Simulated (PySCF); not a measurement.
```tsv
atom	x (Å)	y (Å)	z (Å)
B	-2.8061	-0.2455	-0.4914
Si	-1.3749	-1.5085	-0.0155
O	0.1223	-0.7930	-0.0611
C	0.5203	0.4904	0.0303
Si	-0.7490	1.8778	-0.1552
C	1.8252	0.7240	0.2286
Si	2.9984	-0.7339	0.3916
H	-3.1187	-0.1194	-1.6217
H	-3.6598	-0.0013	0.2841
H	-1.4040	-2.0811	1.3473
H	-1.0755	-2.6336	-0.9134
H	-0.4870	2.7076	-1.3327
H	-2.0605	1.1523	-0.3580
H	-0.8437	2.6931	1.0572
H	2.1586	1.7486	0.2899
H	2.9745	-1.5420	-0.8282
H	4.3454	-0.1817	0.5866
H	2.6257	-1.5475	1.5500
```

Geometry: GFN2-xTB.

All numbers below come from wB97X-D/def2-SVPD, SCF density, gas phase (PySCF).

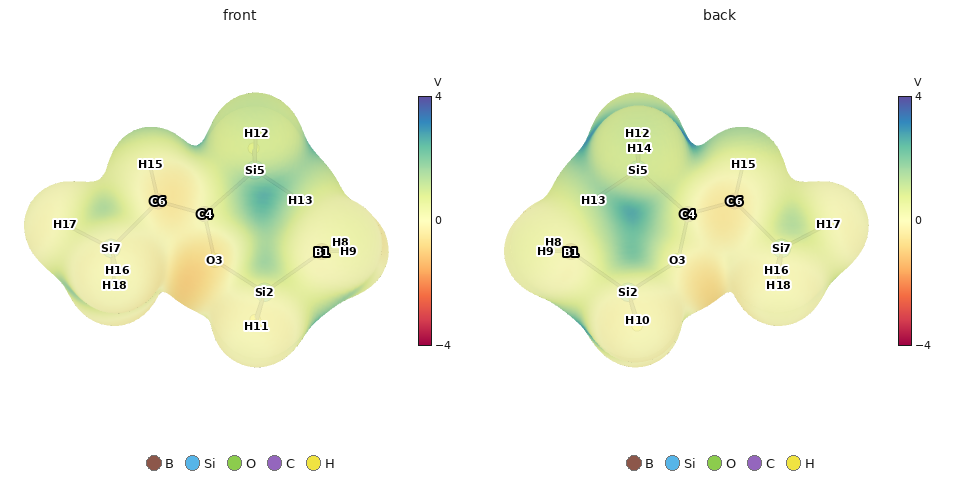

C₂H₁₁BOSi₃. The electrostatic potential painted on the density surface at 0.004 e/bohr³, seen from the front and from behind; the colour scale runs from red (negative) to blue (positive).

Q: Which sites attract a positive test charge, and which a negative one?

A: A positive charge is drawn to the negative regions and a negative charge to the positive ones. The most negative region (about −0.9 V, or −21 kcal/mol for a unit charge) lies over O3, the most positive (about +2.9 V, or +67 kcal/mol for a unit charge) over Si5.

Q: How polar is the molecule by this calculation?

A: Its dipole moment is 2.69 D.
